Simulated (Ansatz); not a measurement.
Run report: C₂H₁₀N₂Si₂, geometry relaxation (part 1 of 2)

C₂H₁₀N₂Si₂, computed with RKS LDA/6-31G (Ansatz 0.2.0).

It belongs to a series of runs on one base structure; here: end point B relaxed. Figures and captions count atoms from 1; the log counts them from 0 in places.

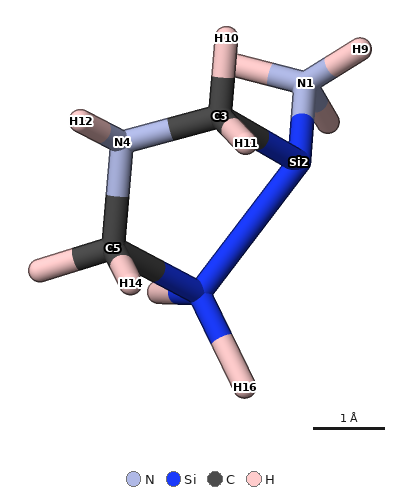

Fig. 1: The input geometry (stick view, seen at a tilt; atoms are numbered from 1 in the order of the input).

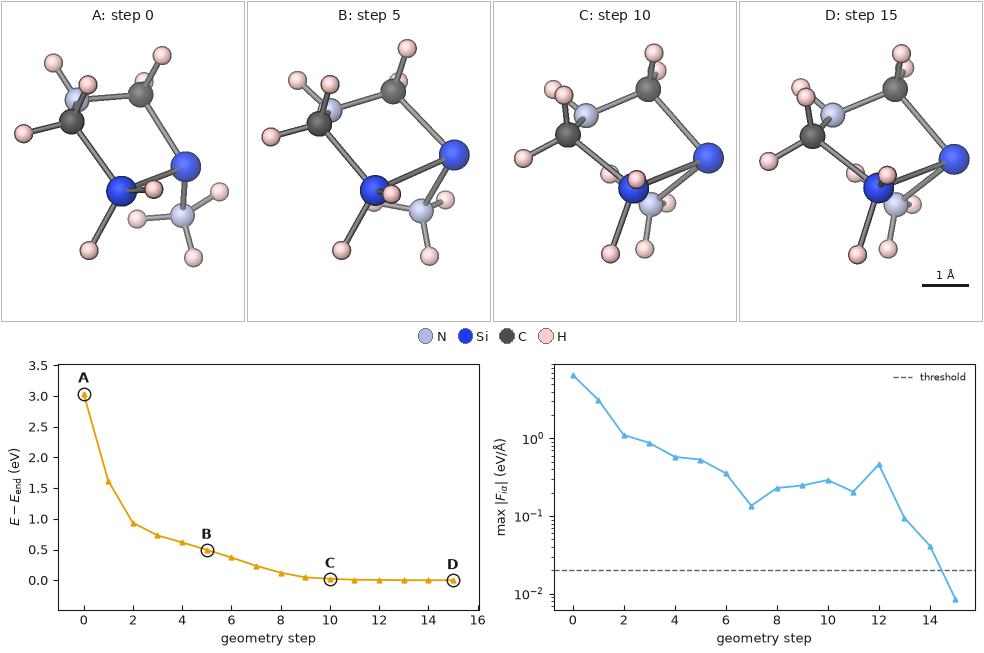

Fig. 2: Frames of the relaxation (ball-and-stick view, seen at a tilt) above the curves, on which the letters mark them (the first geometry is step 0 here and step 1 in the log).

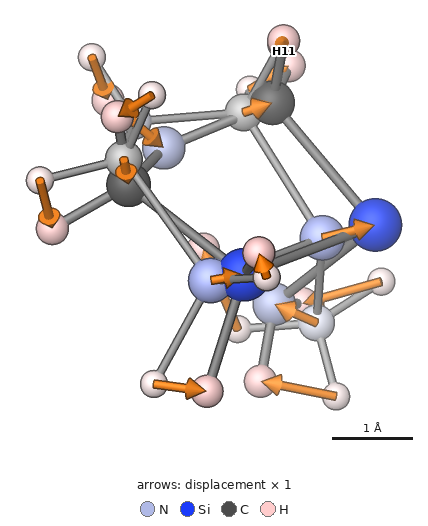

Fig. 3: Start (faint) and end (solid) with the displacements as orange arrows, at true length (ball-and-stick view, seen at a tilt). The two geometries are laid on each other by the best rigid fit. After 15 geometry steps the energy has fallen by 3.041 eV. The largest force component goes from 6.6 to 0.0086 eV/Å. The atom that moves furthest after the best rigid fit is H7 (1.29 Å). Largest moves by element: H 1.29 Å, Si 0.70 Å, N 0.64 Å, C 0.47 Å. Among the contacts that change: N1–Si2 1.726 → 2.031 Å, Si2–C3 1.881 → 2.022 Å, N1–H7 1.023 → 1.135 Å, Si2–Si6 2.350 → 2.439 Å. Among the angles that change: N1–Si2–Si6 116.2° → 82.9°, N1–Si2–C3 111.3° → 83.1°, Si2–N1–H9 87.9° → 110.9°. (Atoms are counted from 1 in the order of the input.)

The input that produced these results follows, with the program's output.

## Input file
```yaml
crystal:
  periodic: [false, false, false]
  atoms:
    - { symbol: "N", position_ang: [-0.6919, -2.3115, 0.9141] }
    - { symbol: Si, position_ang: [-0.1083, -0.7045, 1.1538] }
    - { symbol: C, position_ang: [1.3717, -0.3446, 0.0506] }
    - { symbol: "N", position_ang: [1.0011, 0.1686, -1.2442] }
    - { symbol: C, position_ang: [0.0961, 1.3598, -1.1008] }
    - { symbol: Si, position_ang: [-1.3256, 1.0084, 0.1008] }
    - { symbol: H, position_ang: [-0.7874, -2.4355, -0.0965] }
    - { symbol: H, position_ang: [-1.6491, -2.3117, 1.2614] }
    - { symbol: H, position_ang: [0.00278, -2.62748, 1.62062] }
    - { symbol: H, position_ang: [1.985, -1.2618, -0.0628] }
    - { symbol: H, position_ang: [2.0495, 0.3925, 0.562] }
    - { symbol: H, position_ang: [1.7504, 0.3817, -1.8157] }
    - { symbol: H, position_ang: [-0.3517, 1.6927, -2.074] }
    - { symbol: H, position_ang: [0.6773, 2.2058, -0.6831] }
    - { symbol: H, position_ang: [-2.532, 0.4234, -0.577] }
    - { symbol: H, position_ang: [-1.6373, 2.1791, 1.0107] }
basis:
  gaussian: { orbitals: "6-31G" }
hamiltonian:
  xc: lda
relax:
  f_tol: 0.02
  max_steps: 50
```

Command:
```bash
ansatz run input.yaml --threads 2 --pin off --max-ram 3072MiB --backend cpu --events-out ev --progress --plain --runs-dir out
```

## Output
```
The last accepted step is kept in [file] (removed where the run ends without a failure and the disk answers)
Engine: ansatz 0.2.0, x86_64-unknown-linux-gnu
Functional definition: SPW92
  exchange = slater_x
  correlation = pw_c
1197 factors; integrals over basis functions are off by at most 1.5e-4 eV
mean field evaluation 1: about -20841.0891 eV, gradient 8.2e1 eV
mean field evaluation 2: about -20761.3363 eV, gradient 1.6e2 eV
mean field evaluation 4: about -20856.4024 eV, gradient 9.6e0 eV
mean field evaluation 8: about -20856.7461 eV, gradient 1.7e-1 eV
mean field evaluation 16: about -20856.7311 eV, gradient 8.4e-5 eV
mean field -20856.73113054 eV, -766.4707318471 hartree, gradient 5.7e-5 eV, S^2 0.000000; 0 other end points of the search recorded, 0 dependent functions left out
the calculation of the forces begins
reference -20856.73116506 eV, -766.4707331156 hartree; 32, 32 occupied and 50, 50 virtual orbitals, 1197 factors
relax step   1: F+E_penalty+E_count = -20856.73113054 eV  Δ(F+E_penalty+E_count) = +0.000e0 eV  max|allowed force component| = 6.587e0 eV/Å  Δτ_max = 0.0000 Å  (28 SCF iters, accepted)
these checks for a lower state are left out or cut short: starts, cluster_reference, orbital_swaps, neighbouring_geometries, increment
1197 factors; integrals over basis functions are off by at most 1.5e-4 eV
mean field -20858.15326901 eV, -766.5229944720 hartree, gradient 2.7e-5 eV, S^2 0.000000; 0 other end points of the search recorded, 0 dependent functions left out
[... from here on the field's lines of each further geometry are left out, up to the last ...]
relax step   2: F+E_penalty+E_count = -20858.15326901 eV  Δ(F+E_penalty+E_count) = -1.422e0 eV  max|allowed force component| = 3.152e0 eV/Å  Δτ_max = 0.1946 Å  (26 SCF iters, accepted)
relax step   3: F+E_penalty+E_count = -20858.83673226 eV  Δ(F+E_penalty+E_count) = -6.835e-1 eV  max|allowed force component| = 1.109e0 eV/Å  Δτ_max = 0.1945 Å  (27 SCF iters, accepted)
relax step   4: F+E_penalty+E_count = -20859.04148649 eV  Δ(F+E_penalty+E_count) = -2.048e-1 eV  max|allowed force component| = 8.765e-1 eV/Å  Δτ_max = 0.1900 Å  (27 SCF iters, accepted)
relax step   5: F+E_penalty+E_count = -20859.15567594 eV  Δ(F+E_penalty+E_count) = -1.142e-1 eV  max|allowed force component| = 5.782e-1 eV/Å  Δτ_max = 0.1949 Å  (25 SCF iters, accepted)
relax step   6: F+E_penalty+E_count = -20859.27730158 eV  Δ(F+E_penalty+E_count) = -1.216e-1 eV  max|allowed force component| = 5.346e-1 eV/Å  Δτ_max = 0.1954 Å  (25 SCF iters, accepted)
relax step   7: F+E_penalty+E_count = -20859.40147574 eV  Δ(F+E_penalty+E_count) = -1.242e-1 eV  max|allowed force component| = 3.553e-1 eV/Å  Δτ_max = 0.1951 Å  (27 SCF iters, accepted)
relax step   8: F+E_penalty+E_count = -20859.53616384 eV  Δ(F+E_penalty+E_count) = -1.347e-1 eV  max|allowed force component| = 1.359e-1 eV/Å  Δτ_max = 0.1906 Å  (26 SCF iters, accepted)
relax step   9: F+E_penalty+E_count = -20859.64918044 eV  Δ(F+E_penalty+E_count) = -1.130e-1 eV  max|allowed force component| = 2.292e-1 eV/Å  Δτ_max = 0.1951 Å  (27 SCF iters, accepted)
relax step  10: F+E_penalty+E_count = -20859.72529918 eV  Δ(F+E_penalty+E_count) = -7.612e-2 eV  max|allowed force component| = 2.478e-1 eV/Å  Δτ_max = 0.1914 Å  (27 SCF iters, accepted)
relax step  11: F+E_penalty+E_count = -20859.74850389 eV  Δ(F+E_penalty+E_count) = -2.320e-2 eV  max|allowed force component| = 2.907e-1 eV/Å  Δτ_max = 0.2000 Å  (26 SCF iters, accepted)
relax step  12: F+E_penalty+E_count = -20859.76501095 eV  Δ(F+E_penalty+E_count) = -1.651e-2 eV  max|allowed force component| = 2.055e-1 eV/Å  Δτ_max = 0.2000 Å  (27 SCF iters, accepted)
relax step  13: F+E_penalty+E_count = -20859.76666574 eV  Δ(F+E_penalty+E_count) = -1.655e-3 eV  max|allowed force component| = 4.617e-1 eV/Å  Δτ_max = 0.0885 Å  (26 SCF iters, accepted)
relax step  14: F+E_penalty+E_count = -20859.77161976 eV  Δ(F+E_penalty+E_count) = -4.954e-3 eV  max|allowed force component| = 9.488e-2 eV/Å  Δτ_max = 0.0257 Å  (24 SCF iters, accepted)
relax step  15: F+E_penalty+E_count = -20859.77175329 eV  Δ(F+E_penalty+E_count) = -1.335e-4 eV  max|allowed force component| = 4.141e-2 eV/Å  Δτ_max = 0.0217 Å  (26 SCF iters, accepted)
the calculation of the forces begins
reference -20859.77216334 eV, -766.5824877415 hartree; 32, 32 occupied and 50, 50 virtual orbitals, 1197 factors
relax step  16: F+E_penalty+E_count = -20859.77213000 eV  Δ(F+E_penalty+E_count) = -3.767e-4 eV  max|allowed force component| = 8.557e-3 eV/Å  Δτ_max = 0.0080 Å  (22 SCF iters, accepted)
1197 factors; integrals over basis functions are off by at most 1.6e-4 eV
mean field evaluation 128: about -20859.7721 eV, gradient 2.0e-2 eV
mean field -20859.77213000 eV, -766.5824865159 hartree, gradient 2.6e-5 eV, S^2 0.000000; 1 other end points of the search recorded, 0 dependent functions left out
the calculation of the forces begins
reference -20859.77216334 eV, -766.5824877415 hartree; 32, 32 occupied and 50, 50 virtual orbitals, 1197 factors
Total energy: -20859.77216334 eV, -766.5824877415 hartree
Atom 0 at    -0.606329    -1.911567     0.422712 Å, force     0.008557    -0.005239    -0.000265 eV/Å
Atom 1 at     0.061430    -0.602241     1.823831 Å, force     0.003580    -0.000653     0.008513 eV/Å
Atom 2 at     1.472499    -0.206796     0.430067 Å, force    -0.005003    -0.001329     0.001310 eV/Å
Atom 3 at     0.808621    -0.218704    -0.886024 Å, force     0.007972     0.004505     0.007443 eV/Å
Atom 4 at    -0.092458     0.931413    -1.081181 Å, force    -0.000585     0.006086    -0.007254 eV/Å
Atom 5 at    -1.227018     0.997153     0.507800 Å, force    -0.005525    -0.004926    -0.002941 eV/Å
Atom 6 at    -0.097917    -1.408058    -0.458385 Å, force    -0.002304     0.004720    -0.001656 eV/Å
Atom 7 at    -1.632993    -1.917114     0.350445 Å, force    -0.000266    -0.000298    -0.000916 eV/Å
Atom 8 at    -0.258647    -2.861633     0.611889 Å, force    -0.005630     0.003594     0.001082 eV/Å
Atom 9 at     2.243636    -1.001565     0.451499 Å, force    -0.003576    -0.000758     0.000466 eV/Å
Atom 10 at     1.968295     0.762224     0.655831 Å, force    -0.002965     0.000205    -0.002312 eV/Å
Atom 11 at     1.450129    -0.364058    -1.680161 Å, force    -0.004023     0.000780    -0.003599 eV/Å
Atom 12 at    -0.678108     0.803920    -2.008771 Å, force     0.000769     0.001945     0.000771 eV/Å
Atom 13 at     0.474244     1.886672    -1.147909 Å, force    -0.001090    -0.005751    -0.000558 eV/Å
Atom 14 at    -2.613904     0.478317     0.107122 Å, force     0.005486    -0.000453     0.000743 eV/Å
Atom 15 at    -1.420900     2.446958     0.921154 Å, force     0.004601    -0.002427    -0.000825 eV/Å
Dipole moment:     0.199679    -0.474519    -0.890048 e Å
```

## Trajectory as extended XYZ (Å, eV, eV/Å), 16 frames, from step=1 to step=16
```
16
Properties=species:S:1:pos:R:3:forces:R:3 step=1 energy=-20856.73113
N    -0.6919   -2.3115    0.9141   -2.2748  -2.1895  -1.9106
Si   -0.1083   -0.7045    1.1538    1.8826   6.5868   4.0359
C     1.3717   -0.3446    0.0506    0.9795  -0.3368  -0.6340
N     1.0011    0.1686   -1.2442   -4.0549   0.1749   1.2674
C     0.0961    1.3598   -1.1008    0.7094  -0.1541  -1.1119
Si   -1.3256    1.0084    0.1008    0.2183  -0.9673   0.3435
H    -0.7874   -2.4355   -0.0965    0.6709  -1.8528  -0.8540
H    -1.6491   -2.3117    1.2614   -0.3506  -0.5004   0.8460
H     0.0028   -2.6275    1.6206   -0.0201  -1.4244  -0.3600
H     1.9850   -1.2618   -0.0628    0.1158  -0.1118  -0.0409
H     2.0495    0.3925    0.5620   -0.2348  -0.1854   0.5519
H     1.7504    0.3817   -1.8157    2.4266   0.5980  -2.0297
H    -0.3517    1.6927   -2.0740    0.5242  -0.2641   0.2123
H     0.6773    2.2058   -0.6831    0.0133   0.4636   0.0957
H    -2.5320    0.4234   -0.5770   -0.4905   0.1958  -0.2854
H    -1.6373    2.1791    1.0107   -0.1148  -0.0325  -0.1263
16
Properties=species:S:1:pos:R:3:forces:R:3 step=2 energy=-20858.15327
N    -0.6972   -2.2694    0.8934   -1.1586  -1.3775  -0.5451
Si   -0.0468   -0.6103    1.3125    0.9032   3.1521   2.1506
C     1.3732   -0.3418    0.0531    0.6308  -0.0438  -0.3476
N     0.9568    0.1716   -1.2429   -1.4313   0.2620   0.3324
C     0.1008    1.3764   -1.1140    0.3638  -0.2580  -0.4370
Si   -1.3109    0.9672    0.1062   -0.0173  -0.2159   0.2621
H    -0.7665   -2.4706   -0.1224    0.6851  -0.7522   0.0359
H    -1.6531   -2.3275    1.2711   -0.0274  -0.1549   0.3030
H    -0.0253   -2.6952    1.5820   -0.4481  -0.8427  -1.0701
H     1.9819   -1.2650   -0.0671   -0.0457   0.0028  -0.0413
H     2.0480    0.3831    0.5838    0.0167  -0.0191   0.1751
H     1.7392    0.3715   -1.8542    0.5925  -0.0319  -0.5965
H    -0.3267    1.6876   -2.0907    0.2681  -0.1022   0.0451
H     0.6747    2.2308   -0.6882   -0.0261   0.2795   0.0344
H    -2.5539    0.4464   -0.5930   -0.1754   0.0893  -0.1110
H    -1.6438    2.1600    0.9905   -0.1302   0.0126  -0.1899
16
Properties=species:S:1:pos:R:3:forces:R:3 step=3 energy=-20858.83673
N    -0.7063   -2.2423    0.8739   -0.1508  -1.1087   0.5421
Si    0.0131   -0.5135    1.4703    0.2972   0.8445   0.4076
C     1.3921   -0.3203    0.0726    0.1225   0.0862   0.0003
N     0.9128    0.1638   -1.2237    0.0836   0.0955   0.0517
C     0.1026    1.3800   -1.1165    0.0344  -0.1148   0.0436
Si   -1.3042    0.9639    0.1345   -0.0448   0.0478   0.1009
H    -0.7190   -2.4841   -0.1360    0.3062   0.0805   0.1361
H    -1.6585   -2.3431    1.2685    0.0686   0.1178  -0.1320
H    -0.0701   -2.8201    1.4802   -0.4478  -0.0468  -0.9366
H     1.9737   -1.2592   -0.0600   -0.0857   0.0378   0.0368
H     2.0886    0.4013    0.5807    0.1161   0.0469  -0.0636
H     1.7041    0.3163   -1.8814   -0.2643  -0.2135   0.0416
H    -0.3045    1.6669   -2.1012    0.0323   0.0018  -0.0683
H     0.6666    2.2529   -0.6989    0.0077   0.0725  -0.0293
H    -2.5547    0.4558   -0.5884    0.0257   0.0088   0.0305
H    -1.6856    2.1966    0.9454   -0.1009   0.0436  -0.1614
16
Properties=species:S:1:pos:R:3:forces:R:3 step=4 energy=-20859.04149
N    -0.6933   -2.2421    0.8648    0.2639  -0.8765   0.2630
Si    0.0552   -0.4618    1.5613    0.1017   0.0351   0.1040
C     1.4186   -0.2862    0.1207   -0.0485   0.0810  -0.0628
N     0.8754    0.1385   -1.1747    0.5659  -0.0161  -0.1686
C     0.0979    1.3725   -1.1036   -0.0600  -0.0534   0.1043
Si   -1.2991    0.9763    0.1734   -0.0640   0.1640   0.0309
H    -0.6777   -2.3776   -0.1687    0.1002   0.2709   0.2589
H    -1.6571   -2.3376    1.2312    0.1124   0.1476  -0.1594
H    -0.0988   -2.9610    1.3560   -0.4288   0.5808  -0.5779
H     1.9638   -1.2472   -0.0032   -0.0204   0.0487   0.0607
H     2.1566    0.4433    0.5617   -0.0535  -0.0429  -0.0883
H     1.6280    0.2101   -1.9022   -0.4726  -0.1744   0.3342
H    -0.3084    1.6269   -2.0982   -0.0276  -0.0049  -0.0241
H     0.6729    2.2603   -0.7249   -0.0049  -0.0622  -0.0416
H    -2.5397    0.4447   -0.5537    0.0577  -0.0569   0.0278
H    -1.7437    2.2557    0.8803   -0.0215  -0.0409  -0.0612
```
